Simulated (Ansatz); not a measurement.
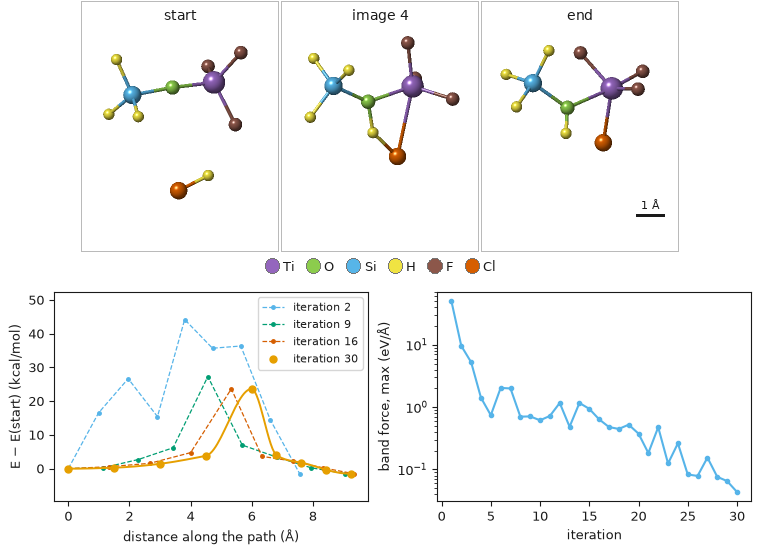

NEB run on TiSiH4OClF3. Images are numbered from 0 (start) to 8 (end). The plot follows the band through its iterations. Style: ball-and-stick. Shown at a tilt.

Computed with RHF/def2-SVP in Ansatz. Run with 7 movable images; climbing image; force threshold 0.05 eV/Å; iteration limit 60; starting path through a guess of the saddle point.

Q: How did the profile develop, and is the result final?

A: The result is final at these settings. The band converged in 30 iterations. The largest component of the band force went from 50 to 0.044 eV/Å. The climbing image converged on the top of the path. Its vibrational analysis gives one imaginary mode (1390i cm⁻¹), as a transition state must have. The first iteration put the highest image at 193.4 kcal/mol. The highest point, image 4, lies 23.6 kcal/mol above the start and 25.1 kcal/mol above the end; the end is at −1.5 kcal/mol relative to the start.

Limits of the set-up: Hartree-Fock leaves out electron correlation.
